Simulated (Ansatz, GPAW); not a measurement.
# How Ag2IBr (model structure) absorbs and reflects light, part 2 of 2

Wanted: where Ag2IBr (model structure) starts to absorb, how strongly, and its refractive index. The cell was made here by substitution or stacking, whether or not such a phase is known. It was built so: 1 of the 2 Br atoms of the cell replaced by I in the P2_1/m structure of AgBr. The cell is first relaxed with Ansatz.

GPAW 26.7.0; DFT, PBE, plane-wave PAW (GPAW data sets), scalar-relativistic, RPA, optical limit.

So far: The structure; Relaxation.

## (3) Ground state

The self-consistent density comes first; it also tells whether there is a gap, which decides the occupations and the need for a Drude term.

This step: DFT, PBE, plane-wave PAW (GPAW data sets), scalar-relativistic, ground state (GPAW 26.7.0).

Contents of gs.py:

```python
from ase import Atoms
from ase.dft.bandgap import bandgap
from gpaw import GPAW, PW, FermiDirac

atoms = Atoms(['I', 'Ag', 'Ag', 'Br'],
              cell=[[4.276455938850, 0.000000000000, 0.043367798850],
                    [0.000000000000, 4.278964404700, 0.000000000000],
                    [-0.060204983649, 0.000000000000, 5.936754151722]],
              scaled_positions=[[0.748991573000, 0.750000000000, 0.250000000000],
                                [0.249101098400, 0.250000000000, 0.250000000000],
                                [0.752160813600, 0.750000000000, 0.750000000000],
                                [0.249746514900, 0.250000000000, 0.750000000000]],
              pbc=[True, True, True])
atoms.calc = GPAW(mode=PW(500), xc='PBE', kpts={'size': (5, 5, 4), 'gamma': True},
                  occupations=FermiDirac(0.05), maxiter=150, txt='gs.txt')
print('energy (eV)', atoms.get_potential_energy())
print('Fermi level (eV)', atoms.calc.get_fermi_level())
print('valence electrons', atoms.calc.get_number_of_electrons())
print('gap (eV)', bandgap(atoms.calc, output=None)[0])
print('direct gap (eV)', bandgap(atoms.calc, direct=True, output=None)[0])
atoms.calc.write('gs.gpw')
```

Started as:

```
$ OMP_NUM_THREADS=1 python gs.py
```

Numbers of over 12 decimals in the logs are rounded to 6 here.

What it wrote:

```text
__  _  _
 | _ |_)|_||  |
 |__||  | ||/\| - 26.7.0

Versions:
  Python: 3.12.14
  ASE:    3.29.0
  Numpy:  2.5.5
  Scipy:  1.18.1
  Libxc:  7.0.0

Input parameters:
  mode=PW(ecut=500.0),
  kpts=MonkhorstPack(size=(5, 5, 4), gamma=True),
  maxiter=150,
  occupations=Occupations(name='fermi-dirac', width=0.05, fixmagmom=False),
  xc=XC(name='PBE')

Diagonalizing LCAO Hamiltonian
Converting LCAO to pw mode

              Ag
       Br

              I
       Ag

Atoms  # Å, Bohr magnetons
|   | symbol |        x |        y |        z |    initial magnetic moments |
| 0 |      I | 3.187978 | 3.209223 | 1.516671 | ( 0.0000,  0.0000,  0.0000) |
| 1 |     Ag | 1.050219 | 1.069741 | 1.494992 | ( 0.0000,  0.0000,  0.0000) |
| 2 |     Ag | 3.171429 | 3.209223 | 4.485185 | ( 0.0000,  0.0000,  0.0000) |
| 3 |     Br | 1.022876 | 1.069741 | 4.463397 | ( 0.0000,  0.0000,  0.0000) |

Unit cell  # Å
| periodic |         x |        y |        z |  lengths |    angles |
|      yes |  4.276456 | 0.000000 | 0.043368 | 4.276676 | 90.000000 |
|      yes |  0.000000 | 4.278964 | 0.000000 | 4.278964 | 90.000000 |
|      yes | -0.060205 | 0.000000 | 5.936754 | 5.937059 | 90.000000 |

Number of symmetries: 1
Symmetry operations  # r_c * U_cc + t_c -> r_c
|   | kind |            matrix            |
| 0 |  E   |  1, 0, 0,  0, 1, 0,  0, 0, 1 |

BZ-sampling:
  Number of BZ points: 100
  Number of IBZ points: 51

  Monkhorst-Pack size: [5, 5, 4]
  Monkhorst-Pack shift: [0.0, 0.0, 0.125]

K-points  # in reciprocal-cell coordinates
|     |                                coordinates |     weight |
|   0 | (  0.00000000,   0.00000000,   0.00000000) | 0.01000000 |
|   1 | (  0.00000000,   0.00000000,   0.25000000) | 0.02000000 |
|   2 | (  0.00000000,   0.00000000,   0.50000000) | 0.01000000 |
|   3 | (  0.00000000,   0.20000000,  -0.25000000) | 0.02000000 |
|   4 | (  0.00000000,   0.20000000,   0.00000000) | 0.02000000 |
|   5 | (  0.00000000,   0.20000000,   0.25000000) | 0.02000000 |
|   6 | (  0.00000000,   0.20000000,   0.50000000) | 0.02000000 |
|   7 | (  0.00000000,   0.40000000,  -0.25000000) | 0.02000000 |
|   8 | (  0.00000000,   0.40000000,   0.00000000) | 0.02000000 |
|   9 | (  0.00000000,   0.40000000,   0.25000000) | 0.02000000 |
| ... |                                            |            |
|  50 | (  0.40000000,   0.40000000,   0.50000000) | 0.02000000 |

Plane wave coefficients: 2782
Cutoff: 500.0 eV

Spin-components: 1 (collinear spins)
Bands:           32
Projectors:      22
Spin-degeneracy: 2
Datatype:        complex128

Parallelization:
  kpt:    1
  domain: 1
  band:   1

Density:
  Valence electrons: 48.0
  Components: 1
  Grid points: [24 24 32]
  Charge: 0.0  # |e|

Potential:
  Grid points: [24 24 32]

species:
  I:
    name:    Iodine
    id:
    Z:       53.0
    valence: 7
    core:    46
    charge:  0.0  # [|e|]
    compensation charges:
      type: gauss
      rc: 0.37  # [Å]
      lmax: 2
    cutoffs:
      filter: 2.06  # [Å]
      core: 2.90  # [Å]
    projectors
    | kind |    occ | energy [eV] | rcut [Å] |
    |   5s |  2.000 |     -17.382 |    1.164 |
    |   5p |  5.000 |      -7.088 |    1.164 |
    |    s |        |       9.829 |    1.164 |
    |    p |        |      20.123 |    1.164 |
    |    d |        |       0.000 |    1.164 |

    Using partial waves for I as LCAO basis

  Ag:
    name:    Silver
    id:
    Z:       47.0
    valence: 17
    core:    30
    charge:  0.0  # [|e|]
    compensation charges:
      type: gauss
      rc: 0.40  # [Å]
      lmax: 2
    cutoffs:
      filter: 2.35  # [Å]
      core: 2.19  # [Å]
    projectors
    | kind |    occ | energy [eV] | rcut [Å] |
    |   5s |  1.000 |      -4.401 |    1.286 |
    |   4p |  6.000 |     -58.577 |    1.328 |
    |   5p |  0.000 |      -0.738 |    1.328 |
    |   4d | 10.000 |      -7.446 |    1.180 |
    |    s |        |      22.811 |    1.286 |
    |    d |        |      19.766 |    1.180 |

    Using partial waves for Ag as LCAO basis

  Br:
    name:    Bromine
    id:
    Z:       35.0
    valence: 7
    core:    28
    charge:  0.0  # [|e|]
    compensation charges:
      type: gauss
      rc: 0.35  # [Å]
      lmax: 2
    cutoffs:
      filter: 1.98  # [Å]
      core: 2.38  # [Å]
    projectors
    | kind |    occ | energy [eV] | rcut [Å] |
    |   4s |  2.000 |     -20.121 |    1.111 |
    |   4p |  5.000 |      -7.861 |    1.111 |
    |    s |        |       7.091 |    1.111 |
    |    p |        |      19.351 |    1.111 |
    |    d |        |       0.000 |    1.111 |

    Using partial waves for Br as LCAO basis

Reference energy: -553638.696103  # eV

eigensolver:
  PPCG
  Converge bands: occupied
  niter=2

density mixing:
  MSR1-Mixer
  Pratt-step length: 0.05
  Maximum mixing coefficient: 0.75
  Old densities: 10
  SVD Regularization: 0.005
  Good broyden scale: 1.0
  Trust region scale: 1.0
  Backstep threshold: 4.0
  History deletion threshold: 6.0
  Fourier metric: weight=20.0, sigma=0.015

occupation numbers:
  Fermi-Dirac:
    width: 0.0500  # eV

poisson solver:
  ecut: 4000.0  # eV

xc functional:
  name: PBE with 2 nearest neighbor stencil

convergence criteria:
- Maximum [total energy] change in last 3 cyles: 0.0005 eV / valence electron
- Maximum integral of absolute [dens]ity change: 0.0001 electrons / valence electron
- Maximum integral of absolute [eigenst]ate change: 4e-08 eV^2 / valence electron
maximum number of iterations: 150

SCF iterations
|iter     |      energy | eigst |  dens |
|iter:   1||  -10.018298 | -0.79 |       |
|iter:   2||   -9.961216 | -2.86 | -1.62 |
|iter:   3||   -9.785888 | -2.05 | -1.66 |
|iter:   4||   -9.785035 | -3.77 | -2.06 |
|iter:   5||   -9.785398c| -4.12 | -2.42 |
|iter:   6||   -9.785461c| -5.39 | -3.16 |
|iter:   7||   -9.785474c| -6.47 | -3.59 |
|iter:   8||   -9.785478c| -7.22 | -3.95 |
|iter:   9||   -9.785478c| -7.93c| -5.00c|

Converged in 9 steps
SCF loop duration: 106.690 s (11.854 s/step)
Energy contributions relative to reference atoms: (reference = -553638.696103)

Energy contributions:
  Kinetic:          17.284546
  Coulomb:         -17.239375
  Zero:              0.079038
  External:          0.000000
  Xc:               -9.909672
  Entropy:          -0.000031
  Spinorbit:         0.000000
  ----------------------------
  Free energy:      -9.785493
  Extrapolated:     -9.785478

dipole moment: (0.984980, 0.989884, -0.590091)  # |e|*Ang

Fermi level: 4.481
Eigenvalues  # (at kpt = [0.000, 0.000, 0.000])
| band index |      eig [eV] | occ [0-2] |
|          0 |       -49.880 |     2.000 |
|        ... |               |           |
|         16 |         1.439 |     2.000 |
|         17 |         1.439 |     2.000 |
|         18 |         1.511 |     2.000 |
|         19 |         1.514 |     2.000 |
|         20 |         1.553 |     2.000 |
|         21 |         2.409 |     2.000 |
|         22 |         2.512 |     2.000 |
|         23 |         2.514 |     2.000 |
|         24 |         4.797 |     0.004 |
|         25 |         5.196 |     0.000 |
|         26 |        10.195 |     0.000 |
|         27 |        12.966 |     0.000 |
|         28 |        12.969 |     0.000 |
|         29 |        12.983 |     0.000 |
|         30 |        13.174 |     0.000 |
|         31 |        14.173 |     0.000 |

Gap: 0.738 eV
Transition (v -> c):
  (s=0, k=10, n=23, [0.00, 0.40, 0.50]) -> (s=0, k=0, n=24, [0.00, 0.00, 0.00])
Direct/indirect transitions are different
Direct gap: 2.283 eV
Transition at: (s=0, k=0, n=23, [0.00, 0.00, 0.00])

--- standard output ---
energy (eV) -9.785478
Fermi level (eV) 4.480570
valence electrons 48.0
gap (eV) 0.737630
direct gap (eV) 2.282527
```

Elapsed: 1.9 min, on 1 thread of Arm Neoverse N1, shared host; peak memory 0.26 GiB.

Numbers from this step:

```
energy                 : -9.785 eV
Fermi energy           : 4.481 eV
gap on the k-mesh      : 0.7376 eV
direct gap on the mesh : 2.283 eV
electrons              : 48
```

There is a gap, 0.74 eV on this mesh (points off the mesh can give less), so no carriers' term is needed.

## (4) Bands for the response

The response needs many more empty bands than the density does.

This step: DFT, PBE, plane-wave PAW (GPAW data sets), scalar-relativistic, bands at fixed density (GPAW 26.7.0).

Contents of nscf.py:

```python
from ase.dft.bandgap import bandgap
from gpaw import GPAW, FermiDirac

calc = GPAW('gs.gpw').fixed_density(kpts={'size': (7, 7, 6), 'gamma': True}, nbands=81, convergence={'bands': 75},
                                    occupations=FermiDirac(0.001), txt='nscf.txt')
print('gap (eV)', bandgap(calc, output=None)[0])
print('direct gap (eV)', bandgap(calc, direct=True, output=None)[0])
print('top band over the Fermi level (eV)', min(calc.get_eigenvalues(kpt=k)[74] for k in range(len(calc.get_ibz_k_points()))) - calc.get_fermi_level())
calc.write('full.gpw', mode='all')
```

Started as:

```
$ OMP_NUM_THREADS=1 python nscf.py
```

What it wrote:

```text
Diagonalizing LCAO Hamiltonian
Converting LCAO to pw mode
convergence criteria:
- Maximum integral of absolute [eigenst]ate change: 4e-08 eV^2 / valence electron
maximum number of iterations: 150

SCF iterations
|iter     |      energy | eigst |  dens |
|iter:   1||             | +3.47 |       |
|iter:   2||             | +2.22 |       |
|iter:   3||             | +1.23 |       |
|iter:   4||             | +0.29 |       |
|iter:   5||             | -0.45 |       |
|iter:   6||             | -1.08 |       |
|iter:   7||             | -1.72 |       |
|iter:   8||             | -2.23 |       |
|iter:   9||             | -2.82 |       |
|iter:  10||             | -3.34 |       |
|iter:  11||             | -3.95 |       |
|iter:  12||             | -4.50 |       |
|iter:  13||             | -5.09 |       |
|iter:  14||             | -5.64 |       |
|iter:  15||             | -6.18 |       |
|iter:  16||             | -6.69 |       |
|iter:  17||             | -7.15 |       |
|iter:  18||             | -7.52c|       |
SCF steps: 18
  __  _  _
 | _ |_)|_||  |
 |__||  | ||/\| - 26.7.0

Versions:
  Python: 3.12.14
  ASE:    3.29.0
  Numpy:  2.5.5
  Scipy:  1.18.1
  Libxc:  7.0.0

Input parameters:
  mode=PW(ecut=500.0),
  convergence={'bands': 75},
  gpts=array([24, 24, 32]),
  kpts=MonkhorstPack(size=(7, 7, 6), gamma=True),
  maxiter=150,
  nbands=81,
  occupations=Occupations(name='fermi-dirac', width=0.001, fixmagmom=False),
  parallel={},
  xc=XC(name='PBE')

--- standard output ---
gap (eV) 0.652093
direct gap (eV) 2.282527
top band over the Fermi level (eV) 30.204108
```

Wall time 26 min (1 thread); peak memory 0.81 GiB.

Read-outs, printed or worked out from the files:

* gap on the k-mesh: 0.6521 eV

## (5) Dielectric function, RPA

Local fields let the induced charge screen the field inside the cell, which as a rule lowers ε, most along directions where the density is uneven.

This step: DFT, PBE, plane-wave PAW (GPAW data sets), scalar-relativistic, RPA, optical limit (GPAW 26.7.0).

Contents of df.py:

```python
from gpaw.response.df import DielectricFunction

df = DielectricFunction('full.gpw', frequencies={'type': 'nonlinear', 'domega0': 0.03, 'omega2': 8},
                        ecut=60,
                        eta=0.1,
                        nbands=75,
                        txt='df.txt')
for direction in ['x', 'y', 'z']:
    df.get_dielectric_function(xc='RPA', direction=direction, filename=f'df_{direction}.csv')
```

Started as:

```
$ OMP_NUM_THREADS=1 python df.py
```

What it wrote:

```text
Using integrator: PointIntegrator
NonLinearFrequencyDescriptor(from 0.000 to 87.150 eV, 528 points)
Nonperiodic BCs:  [False False False]
Using integrator: PointIntegrator
NonLinearFrequencyDescriptor(from 0.000 to 87.150 eV, 528 points)
Nonperiodic BCs:  [False False False]

Calculating chi0 body with:
    Ground state adapter containing:
    Number of spins: 1
    Number of kpoints: 294
    Number of irreducible kpoints: 148
    Number of completely occupied states: 24
    Number of partially occupied states: 24

    Linear response parametrization:
    q_c: [0.0, 0.0, 0.0]
    Number of frequency points: 528
    Planewave cutoff: 60.0
    Number of bands: 75
    Number of planewaves: 123
    Broadening (eta): 0.1

Integrating chi0 body.

Symmetries of q_c:
    Direct symmetries (Uq -> q): 1
    Indirect symmetries (TUq -> q): 1
In total 2 allowed symmetries.

148 groups of equivalent kpoints. 49.659864% reduction.

Integral kind: spectral function

Calculating chi0 optical extensions with:
    Ground state adapter containing:
    Number of spins: 1
    Number of kpoints: 294
    Number of irreducible kpoints: 148
    Number of completely occupied states: 24
    Number of partially occupied states: 24

    Linear response parametrization:
    Number of frequency points: 528
    Planewave cutoff: 60.0
    Number of bands: 75
    Number of planewaves: 123
    Broadening (eta): 0.1
Integrating chi0 head and wings.

Symmetries of q_c:
    Direct symmetries (Uq -> q): 1
    Indirect symmetries (TUq -> q): 1
In total 2 allowed symmetries.

148 groups of equivalent kpoints. 49.659864% reduction.

Integral kind: spectral function wings
```

It took 3.8 min on 1 thread; peak memory 0.69 GiB.

Read-outs, printed or worked out from the files:

- electronic dielectric constant ε∞, mean over x, y and z (by symmetry where fewer were run): 6.216
- main peak of Im epsilon, first axis: 4.237 eV

Some rows of df_x.csv (energy; Re and Im without local fields; Re and Im with them):

```text
0.000000, 6.722571, 0.000000, 6.193419, 0.000000
0.555532, 6.808199, 0.031613, 6.272522, 0.029216
1.143969, 7.114697, 0.076272, 6.556139, 0.070685
1.768324, 7.840080, 0.175853, 7.231202, 0.164629
2.431988, 9.176475, 0.891812, 8.451150, 0.869756
3.138794, 12.031389, 3.686851, 10.950195, 3.417593
3.893091, 7.583881, 12.511726, 7.154770, 11.486827
4.699832, -0.741116, 6.446638, -0.983886, 6.263681
5.564682, 1.107043, 5.379310, 0.641359, 4.942449
6.494155, 1.010327, 3.746062, 0.560266, 3.218944
7.495775, 0.756023, 4.134419, 0.458635, 3.274350
8.578281, -0.040111, 4.026669, 0.300387, 3.073365
9.751884, -0.518313, 3.114974, -0.041471, 2.484361
11.028587, -1.159643, 2.104132, -0.468977, 1.976139
12.422601, -0.493373, 0.965682, -0.381021, 1.050729
13.950874, 0.134190, 0.885118, 0.234982, 0.755585
15.633783, 0.201790, 0.844699, 0.339578, 0.664262
17.496047, 0.213790, 0.774404, 0.515241, 0.653960
19.567954, 0.231175, 0.474937, 0.413360, 0.535138
```

The Im ε has structure finer than the step of the table below, so its rows give means over 2 eV, whole bins alone (the curve runs from 0 to 21.9 eV). Peaks (eV: height): E ∥ x or y 4.2: 14.6; E ∥ z 3.9: 13.6, 6.3: 4.58, 7.4: 4.61.

Values under the direct gap are tails of Lorentzian lines. Im ε against photon energy; means over each step:

```csv
photon energy (eV),E ∥ x or y,E ∥ z
2,0.637,0.622
4,8.29,8.61
6,4.15,3.92
8,3.13,3.49
10,2.44,2.39
12,1.32,1.34
14,0.811,0.820
16,0.692,0.698
18,0.707,0.681
20,0.542,0.536
```

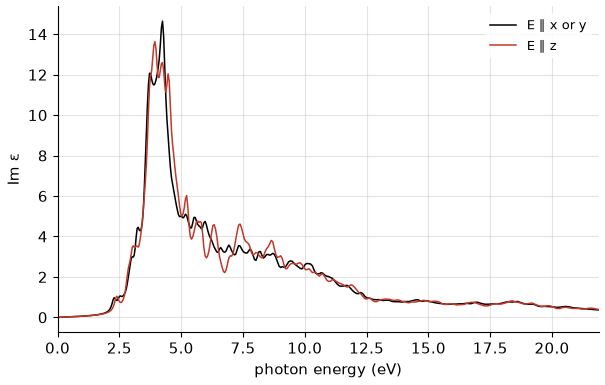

Im ε against photon energy.

Table of Re ε by photon energy:

```csv
photon energy (eV),E ∥ x or y,E ∥ z
0,6.19,6.26
2,7.70,7.69
4,6.48,5.30
6,0.190,0.181
8,0.458,0.379
10,0.118,-0.370
12,-0.455,-0.544
14,0.251,0.123
16,0.425,0.343
18,0.567,0.565
20,0.436,0.351
```

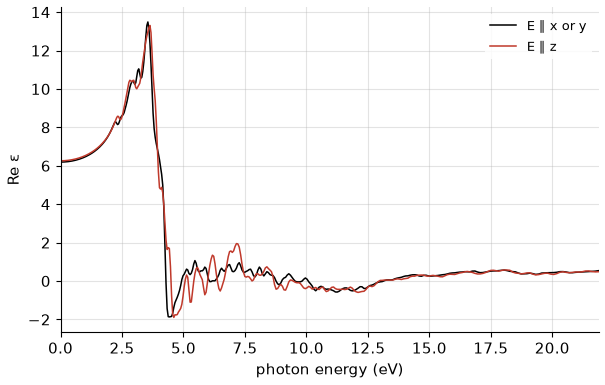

Re ε, plotted against photon energy.

The reflectivity at normal incidence has structure finer than the step of the table below, so its rows give means over 2 eV, whole bins alone (the curve runs from 0 to 21.9 eV). Peaks (eV: height): E ∥ x or y 4.3: 48.3, 8.8: 25.1, 11.3: 28.2; E ∥ z 4.6: 46.8, 5.3: 37.4, 5.9: 32.7, 6.4: 30.2, 7.5: 27.0, 8.8: 28.8, 12.3: 31.4.

The reflectivity at normal incidence by photon energy; means over each step:

```csv
photon energy (eV),E ∥ x or y (%),E ∥ z (%)
2,22.6,22.8
4,37.7,38.4
6,25.7,25.9
8,21.9,23.5
10,23.2,25.0
12,25.2,25.9
14,12.5,13.2
16,7.59,8.44
18,6.38,6.31
20,6.13,6.59
```

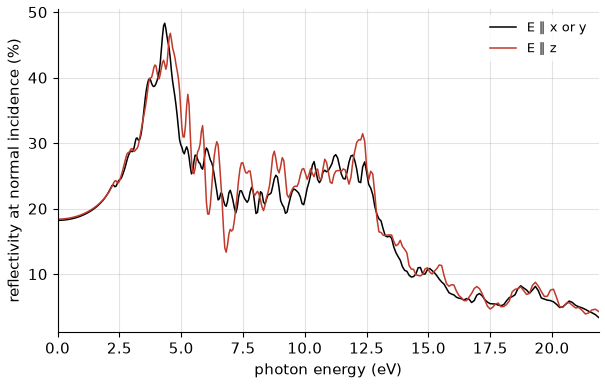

Reflectivity at normal incidence against photon energy.

Table of refractive index n and extinction k by photon energy:

```csv
photon energy (eV),"n, E ∥ x or y","k, E ∥ x or y","n, E ∥ z","k, E ∥ z"
0.0,2.49,0,2.50,0
2.5,2.94,0.175,2.93,0.135
5.0,1.63,1.53,1.50,1.69
7.5,1.37,1.19,1.48,1.40
10.0,1.16,1.11,1.02,1.18
12.5,0.598,0.814,0.570,0.797
15.0,0.744,0.541,0.739,0.534
17.5,0.821,0.398,0.828,0.364
20.0,0.747,0.349,0.703,0.379
```

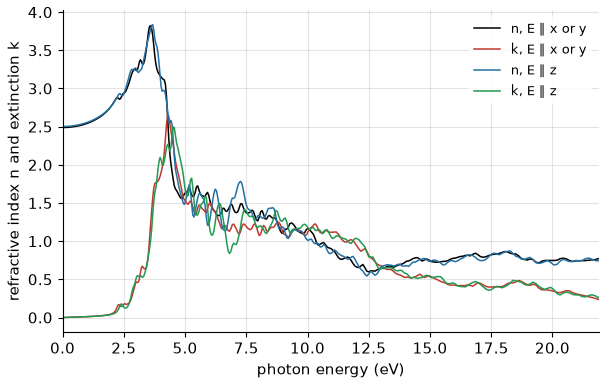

Refractive index n and extinction k against photon energy.

The Im ε, E ∥ x or y has structure finer than the step of the table below, so its rows give means over 2 eV, whole bins alone (the curve runs from 0 to 21.9 eV). Peaks (eV: height): without local fields 4.2: 15.4; with local fields 4.2: 14.6.

Values under the direct gap are tails of Lorentzian lines. Table of Im ε, E ∥ x or y by photon energy; means over each step:

```csv
photon energy (eV),without local fields,with local fields
2,0.665,0.637
4,8.87,8.29
6,4.67,4.15
8,4.07,3.13
10,2.98,2.44
12,1.29,1.32
14,0.936,0.811
16,0.890,0.692
18,0.720,0.707
20,0.464,0.542
```

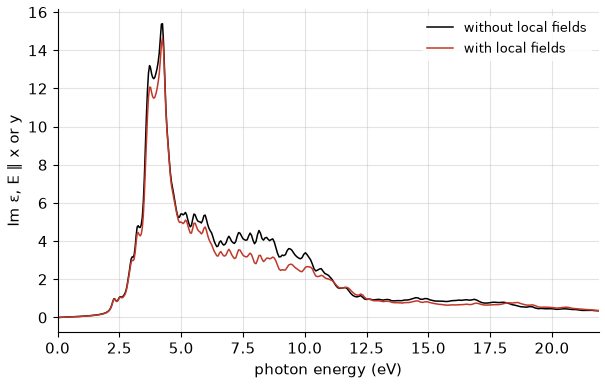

Im ε, E ∥ x or y, plotted against photon energy.

From ε follow the optical constants at some laser and lamp lines:

```csv
wavelength (nm),n xy,k xy,R (%) xy,1/α xy,n z,k z,R (%) z,1/α z
1550,2.52,0.009,18.7,14 µm,2.54,0.009,18.9,14 µm
1064,2.56,0.014,19.3,6.0 µm,2.58,0.014,19.4,6.1 µm
450,3.12,0.210,26.6,171 nm,3.20,0.225,27.7,159 nm
405,3.25,0.460,28.8,70 nm,3.22,0.548,28.9,59 nm
365,3.46,0.644,31.9,45 nm,3.50,0.628,32.2,46 nm
308,3.15,1.903,39.6,13 nm,3.02,2.065,40.9,12 nm
193,1.34,1.223,23.1,13 nm,1.39,1.489,30.0,10 nm
```

Below the direct gap, k and the depth come from the tails of the Lorentzian lines, not from transitions.

Rows near the edge hang on the gap, which this functional as a rule makes too small, and phonon-assisted absorption is left out.

## (6) What came out

```yaml
electronic_dielectric_constant_eps_infinity_mean_over_x_y_and_z_by_symmetry_where_fewer_were_run_rpa: 6.22
main_peak_of_im_epsilon_first_axis: 4.24 eV
```

At this level (PBE, RPA) Ag2IBr has a mean ε∞ = 6.22 and n = 2.52 at 1550 nm (E ∥ x), and Im ε peaks at 4.2 eV (E ∥ x). The cell shrank by 1.1 % in volume. On the mesh the gap is 0.65 eV and the least direct gap 2.28 eV, so on this mesh the band edges lie at different points. Local fields change the static value along x from 6.72 to 6.19 (-8 %). The static values by axis are 6.19 (xy), 6.26 (z). Excitons and phonon-assisted transitions are missing; PBE gaps are as a rule too small, which pulls the onset down and ε∞ up. Spin-orbit coupling is left out although heavy atoms are present. The sum runs over mesh points, so small or evenly spaced maxima can still be ripples of the mesh. In this version of GPAW the matrix elements of the optical limit are incomplete, which can lower ε − 1 by up to a tenth where first-row anions or d states rule, and shift it by more in d metals.

[Machine, clock and banner lines and Python warnings are left out of the logs.]

[Logs are printed without paths, hosts, clocks, repeated set-up lines and the standing remarks that a program may print on its own settings, such as how far it seeks lower states.]

[Hosts, paths, dates, database ids (printed as entryN), source tags and the programs' standing remarks are cut or masked in the printed files.]
